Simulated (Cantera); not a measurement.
Feed: 1 mol KOH, 0.41 mol H2O, at 1150 K.

Method: chemical equilibrium by Gibbs-energy minimisation in Cantera with the NASA 1993 tables (ideal gas, pure condensed phases). Candidate condensed phases: H2O, K, KOH, KO2, K2O, K2O2; 15 gas species. The numbers say what is thermodynamically allowed, not how fast it happens.

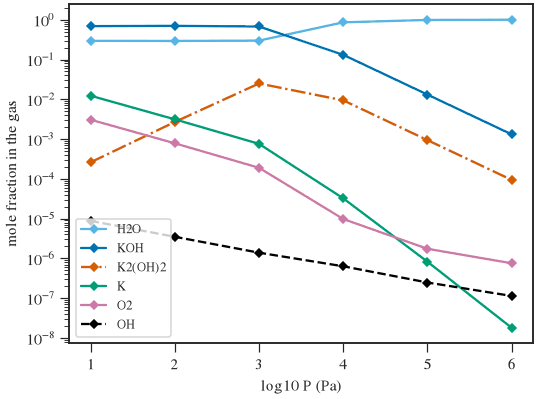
Figure: Equilibrium gas composition (values under 1e-9 drawn at 1e-9)

Problem. Read off the mole fractions at 10000 Pa.

Solution. H2O about 0.86, KOH about 0.13, K2(OH)2 about 0.0094, K about 3.2e-5, O2 about 9.8e-6, OH about 6.3e-7.
